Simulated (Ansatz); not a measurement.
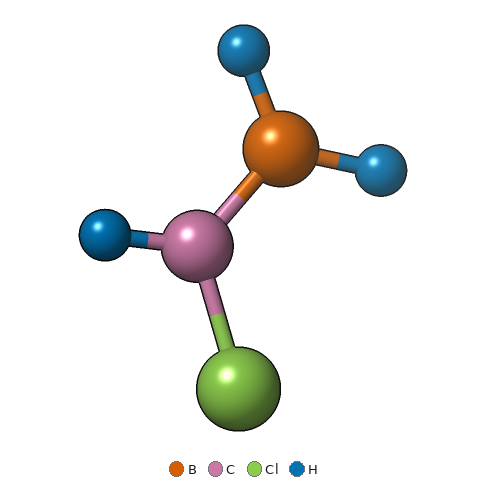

The picture shows a molecular structure as a ball-and-stick model.

The species is neutral and a spin doublet. The computed structure is the end point of a PBE0-D4/def2-TZVP optimisation. No frequency run is at hand to confirm it as a minimum.

What does the picture show?

It has 6 atoms: 1 carbon, 3 hydrogen, 1 boron and 1 chlorine (CH₃BCl). The point group is Cs. It is an open-shell species. All atoms lie on one plane. Coordination: 1 B trigonal planar; 1 C trigonal planar.

More results for the same structure follow; atom numbers are the same in all pictures, views and colours differ.

**Geometry**

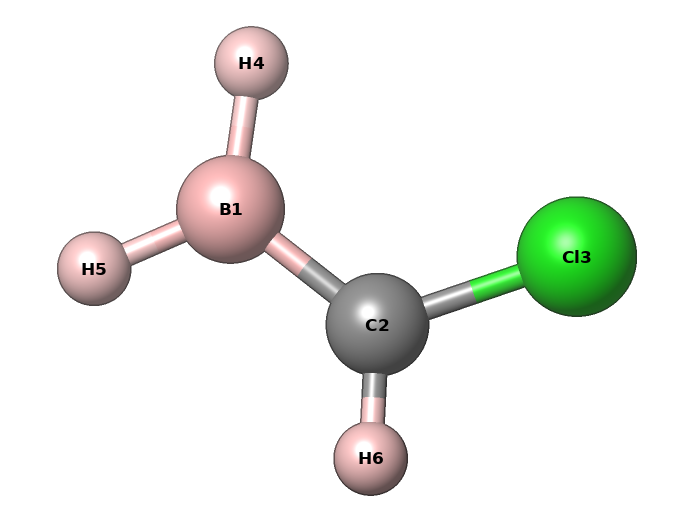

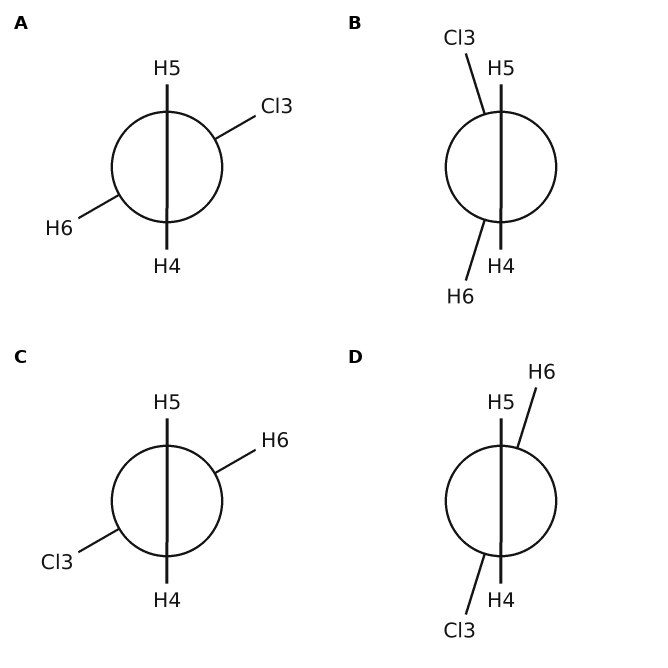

Distant atoms are faded towards the background colour. Bonds that would overlap in a projection are set slightly apart. No frequency run is at hand to confirm it as a minimum.

Which Newman projection shows the view along B1–C2, with B1 in front?

D. The torsion angle H4–B1–C2–Cl3 is 0°, synperiplanar (eclipsed).

**Dipole moment**

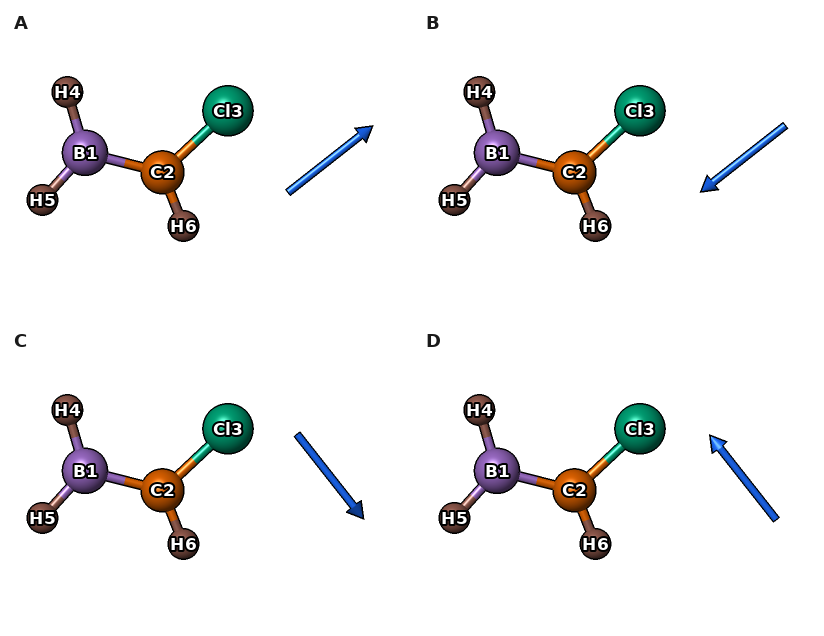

The same molecule four times, each with an arrow. No frequency run is at hand to confirm it as a minimum. Method: UKS PBE0-D4/def2-TZVP (Ansatz 0.2.0).

Which arrow points along the dipole moment, from the negative to the positive end?

C. The dipole moment is 1.01 D; it points from the side of H4 to the side of H6 (the outermost atoms at the two ends).

**Electronic properties**

No frequency run is at hand to confirm it as a minimum. Method: UHF-CCSD(T), frozen core/def2-TZVPP (Ansatz 0.2.0).

Predict the main results.

- ⟨S²⟩ of the determinant: 0.762
- T1 diagnostic: 0.020

**Charges**

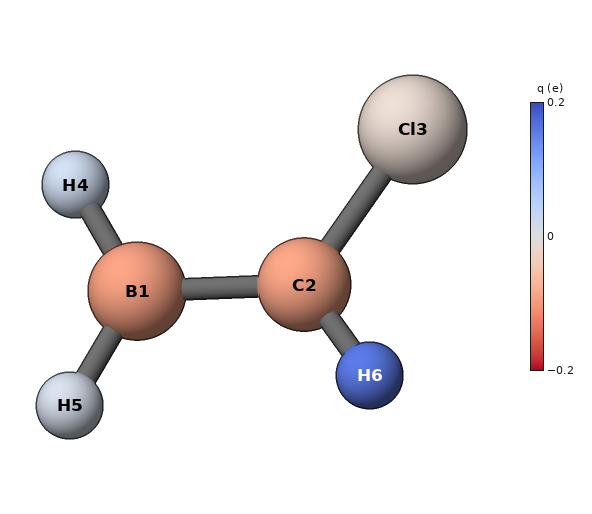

Atoms are coloured by their Mulliken charges. No frequency run is at hand to confirm it as a minimum. Method: UKS PBE0-D4/def2-TZVP (Ansatz 0.2.0).

Which atom carries the highest charge (most positive or least negative)?

H6 (0.16 e).

And the lowest?

B1, C2 (−0.09 e).

Give the Mulliken charges atom by atom.

```json
{"atom": "B1", "value (e)": "−0.09"}
{"atom": "C2", "value (e)": "−0.09"}
{"atom": "Cl3", "value (e)": "−0.01"}
{"atom": "H4", "value (e)": "0.02"}
{"atom": "H5", "value (e)": "0.02"}
{"atom": "H6", "value (e)": "0.16"}
```

Mulliken values depend strongly on the basis set and can even reverse the polarity of a bond.
